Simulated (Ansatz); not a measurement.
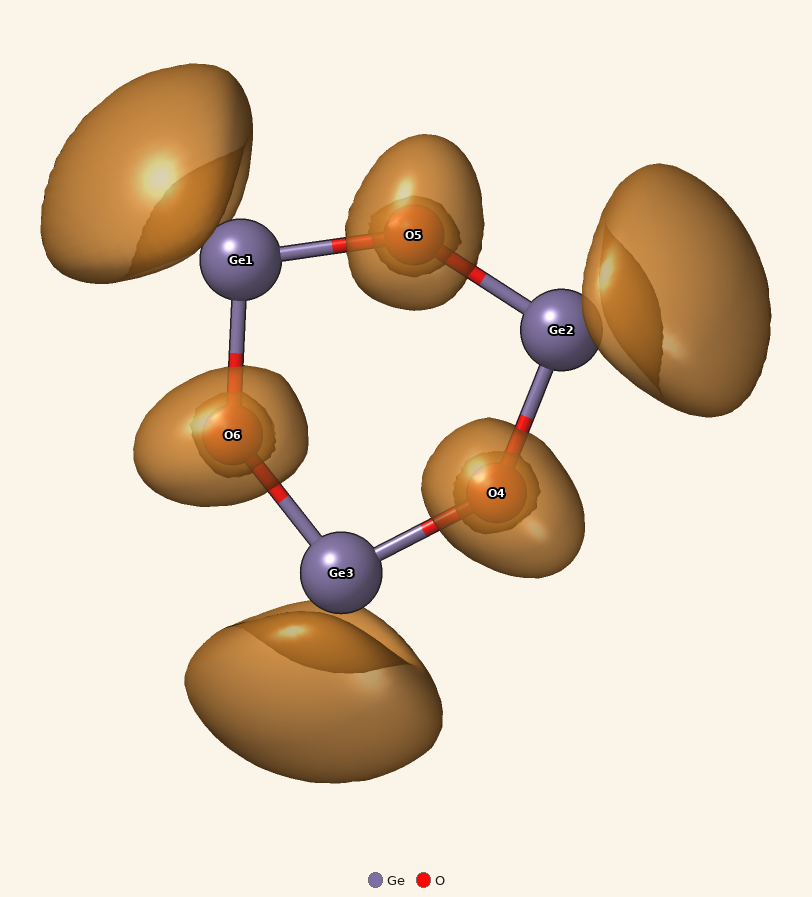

Ge$_{3}$O$_{3}$. Isosurface of the electron localisation function at 0.75 (orange), seen at a tilt. Only the valence region is drawn (cores and ρ < 0.01 e/Å³ removed).

Geometry: r2SCAN-D4/def2-SVP.

Computed with Ansatz, RKS PBE0-D4/def2-TZVP.

```xyz
6

Ge   -0.4487    1.7999    0.5997
Ge    0.7018   -0.2821   -1.7969
Ge   -0.2537   -1.5178    1.1968
O     0.3805   -1.4812   -0.4900
O     0.2045    1.2495   -0.9875
O    -0.5844    0.2317    1.4779
```

> Describe the localisation domains.

At this value the surface marks out three lobes on Ge, pointing away from the bonds (lone pairs) and three regions wrapped around O (the valence shell of each). Along the contacts the grid gives the following. Ge–O (1.80 Å): the ELF peaks at about 0.85 in the valence shell of O, 0.6 Å from its nucleus, and is about 0.30 at the midpoint.
